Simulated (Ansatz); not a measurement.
Pd (fcc, Cu type)

```cif
data_Pd4
_chemical_formula_sum 'Pd4'
_space_group_name_H-M_alt 'Fm-3m'
_space_group_IT_number 225
_space_group_name_Hall '-F 4 2 3'
_cell_length_a 3.87574
_cell_length_b 3.87574
_cell_length_c 3.87574
_cell_angle_alpha 90.000
_cell_angle_beta 90.000
_cell_angle_gamma 90.000
loop_
_atom_site_label
_atom_site_type_symbol
_atom_site_symmetry_multiplicity
_atom_site_Wyckoff_symbol
_atom_site_fract_x
_atom_site_fract_y
_atom_site_fract_z
_atom_site_occupancy
Pd1 Pd 4 a 0.00000 0.00000 0.00000 1
```
(The calculation used a cell of 1 atom; values per cell refer to that cell.)

E(V) scan at fixed shape, V₀ the volume above. Symmetry pins the atoms to their sites.

These are PBEsol (plane waves to 420 eV, PAW, scalar-relativistic; Ansatz, an electronic-structure program) values and carry that method's errors. k mesh 21×21×21 (Γ-centred), Fermi-Dirac smearing 0.05 eV. E stands for the smeared free energy. Stress and pressure are positive under compression. Pd is run without spin polarisation. Pd was relaxed with its symmetry unable to fall. ΔE is measured from the relaxed starting cell.

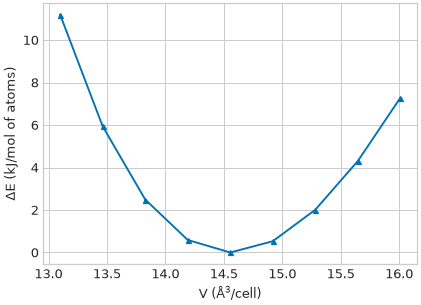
ΔE (kJ/mol of atoms) against V (Å³/cell); one marker a computed point.

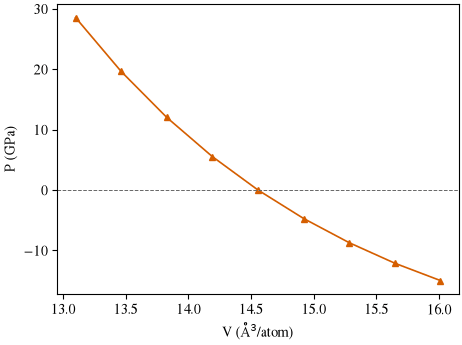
*P (GPa) against V (Å³/atom); markers are the computed points, lines only join them.*

The equilibrium volume of the fit comes out as 14.55 Å³/atom. The pressure for 5 % compression (fit) is 12.0 GPa. The bulk modulus B₀ (third-order Birch-Murnaghan fit) is 204 GPa and the pressure derivative B₀′ (fit) comes out as 5.4. The energy cost of the largest expansion is 75 meV/atom.

P = (3B₀/2)(x⁷ − x⁵)[1 + ¾(B₀′ − 4)(x² − 1)] with x = (1/0.95)^(1/3), B₀ = 204 GPa and B₀′ = 5.42.

(Under strain, the slope of the energy per volume gives the stress and its curvature an elastic modulus.)
